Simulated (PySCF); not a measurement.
## A study: [WSF4]- (F$_{4}$SW, charge −1, doublet)

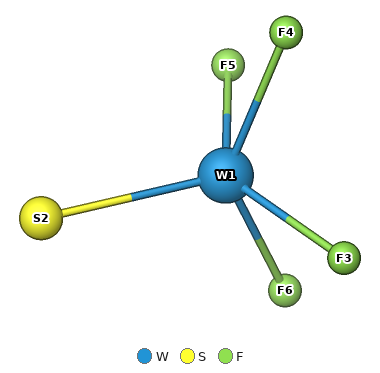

The molecule, with its atoms numbered as below. No frequency check shows the geometry to be a minimum.

Coordinates in Å:

```
W1      -0.0742    0.0002   -0.0001
S2       2.1192   -0.0035    0.0061
F3      -0.7851   -0.4744   -1.7731
F4      -0.7798    1.7754   -0.4756
F5      -0.7992    0.4740    1.7673
F6      -0.7930   -1.7704    0.4713
```

## 1. Bonding charge

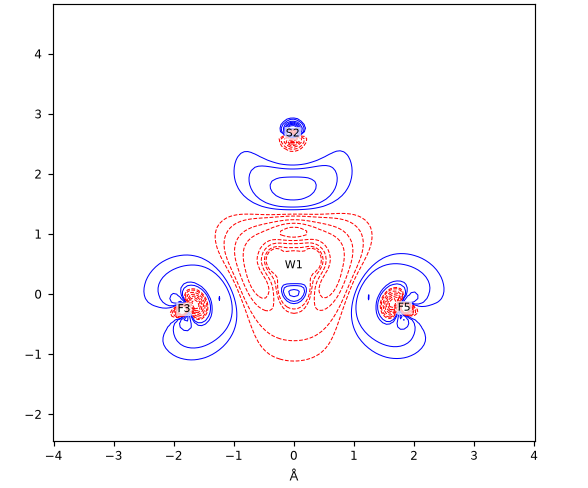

Deformation density (molecule less spherical, spin-averaged free atoms) in the plane of W1, S2, F3 and F5; contours at ±0.05 to ±0.8 e/Å³; solid blue lines: gain, dashed red lines: loss.

PySCF calculation, CAM-B3LYP/def2-SVPD, gas phase; geometry: GFN2-xTB. Core potentials replace the inner electrons of W; spin–orbit coupling isn't included. This is a single-reference result, which may miss multireference character in this system. The stability of the open-shell solution wasn't checked. GFN2-xTB doesn't know the spin state, so this open-shell geometry is rough.

Describe the bonding that the map shows.

Answer. W1–S2: +0.20 e/Å³ at the bond critical point (bond length 2.19 Å). W1–F5 and W1–F3: −0.04 e/Å³ at the bond critical point (bond length 1.97 Å); up to 0.6 Å beside the axis the gain reaches +0.18 e/Å³. In all, 2.2 electrons gather in the regions of gain relative to the promolecule of neutral atoms (this includes the anion's extra charge). A small or negative value marks a very polar bond, one between electron-rich atoms, whose free-atom densities already overlap strongly, a long bond to a heavier atom, or a closed-shell contact such as a hydrogen bond.

## 2. Bond critical points

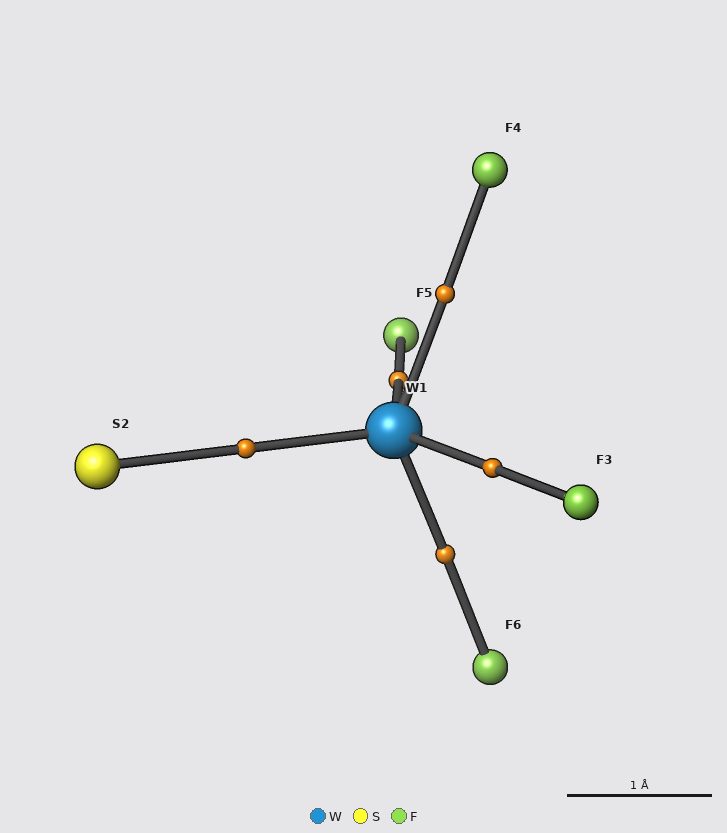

Molecular graph of the electron density (QTAIM): bond paths, bond critical points (orange), ring points (yellow, if any); weak paths are dashed.

How many critical points of each kind are there, and does the count close?

Answer. 6 nuclei, 5 bond, 0 ring and 0 cage critical points: 6 − 5 + 0 − 0 = 1, as the Poincaré–Hopf relation requires.

Tabulate density, Laplacian, ellipticity and energy density at the bond critical points (atomic units).

Answer.
```json
{"bond": "W1–S2", "length (Å)": "2.193", "ρ (a.u.)": "0.140", "∇²ρ (a.u.)": "+0.11", "ε": "0.00", "H (a.u.)": "−0.075"}
{"bond": "W1–F5 (4 alike)", "length (Å)": "1.968", "ρ (a.u.)": "0.114", "∇²ρ (a.u.)": "+0.59", "ε": "0.27", "H (a.u.)": "−0.015"}
```

What kind of interaction is W1–F5?

Answer. Polar or intermediate (positive Laplacian, negative energy density H): ρ = 0.114, ∇²ρ = +0.59, H = −0.015 a.u. Its ellipticity of 0.27 shows that the density isn't cylindrical about the bond.

## 3. Local ionisation energy

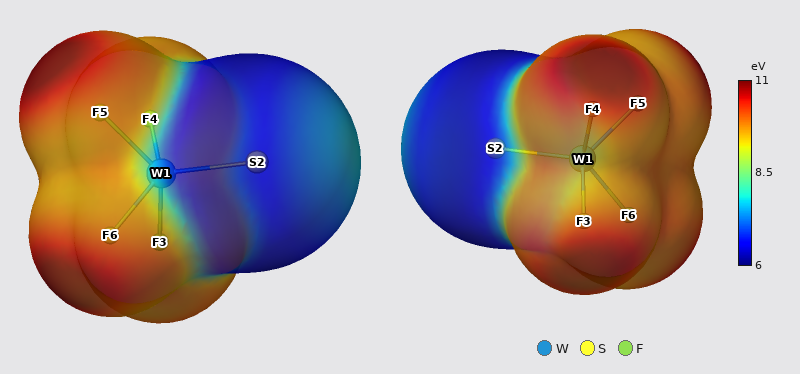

Average local ionisation energy on the surface of electron density 0.001 a.u. (back view left, front view right).

Locate the minima of the map.

Answer. The lowest value is 6.2 eV, 2.3 Å from S2, and at like points elsewhere. Further minima include 9.5 eV, 1.8 Å from F6, and at like points elsewhere. For comparison, the highest occupied orbital lies at −3.3 eV.

What volume does the surface enclose?

Answer. About 128 Å³.

## 4. Spin density

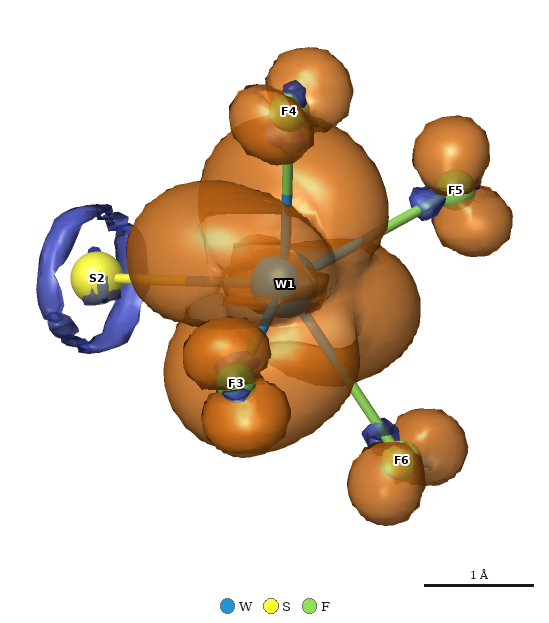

Spin density ρα − ρβ at ±0.02 e/Å³ (orange: excess α, blue: excess β).

How is the spin shared among the atoms?

Answer. Hirshfeld spin populations: W1 +0.89 and F3, F4, F5 and F6 +0.04. Spin polarisation leaves negative spin on S2 (−0.06). ⟨S²⟩ = 0.76, against 0.75 for a pure state. The picture also shows regions of β spin from spin polarisation; the Hirshfeld sums, whose atoms overlap, net them against the α spin of neighbours.
